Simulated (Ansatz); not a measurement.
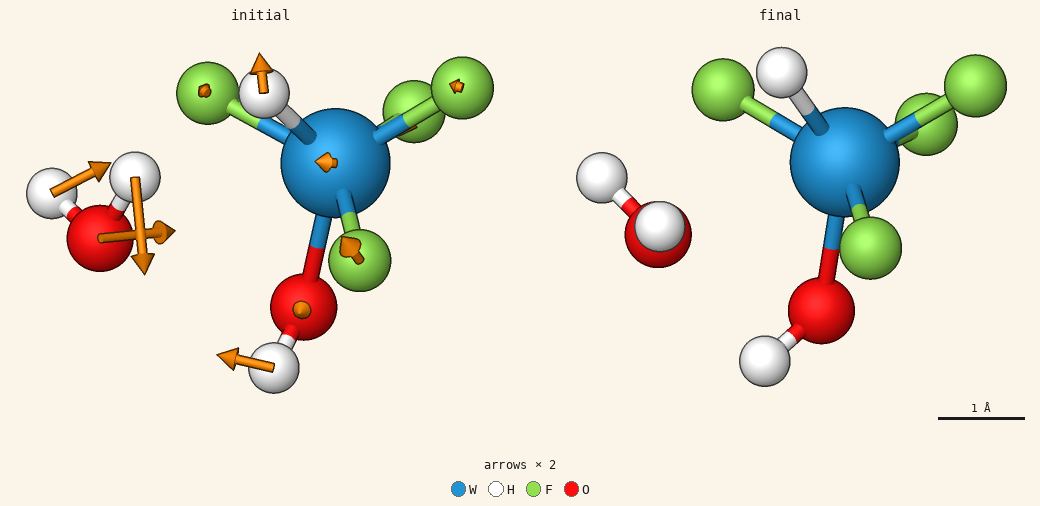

The structure of WH4O2F4 before (left) and after (right) a relaxation, at one scale. The orange arrows give the displacements, 2 times their true length.

The picture is a ball-and-stick view, seen at a tilt.

The run prepares an end point of a later path (reaction) calculation, from a guessed geometry.

Computed with Ansatz 0.2.0, RKS revPBE/def2-SVP. Set-up: no spin polarisation; force threshold 0.03 eV/Å; at most 50 steps.

Describe what moved and what it gained.

Answer. The energy falls by 0.285 eV in 10 accepted moves (12 points after the start). Largest force component: 0.72 eV/Å at the start, 0.023 eV/Å at the end. The line search rejected the trial steps at points 1, 9 of the run. An H atom moves most after the best rigid fit: 0.58 Å. By element the largest moves are H 0.58 Å, O 0.55 Å, F 0.25 Å, W 0.15 Å. Among the contacts that change: O–W 3.131 → 2.476 Å, H–W 3.379 → 2.881 Å, H–W 2.954 → 2.914 Å, F–W 1.887 → 1.904 Å. Among the angles between lasting bonds that change: H–W–O 129.7° → 139.2°, O–W–F 137.8° → 133.3°, O–W–F 91.5° → 87.1°. Groups turn about O–W by about 25°.
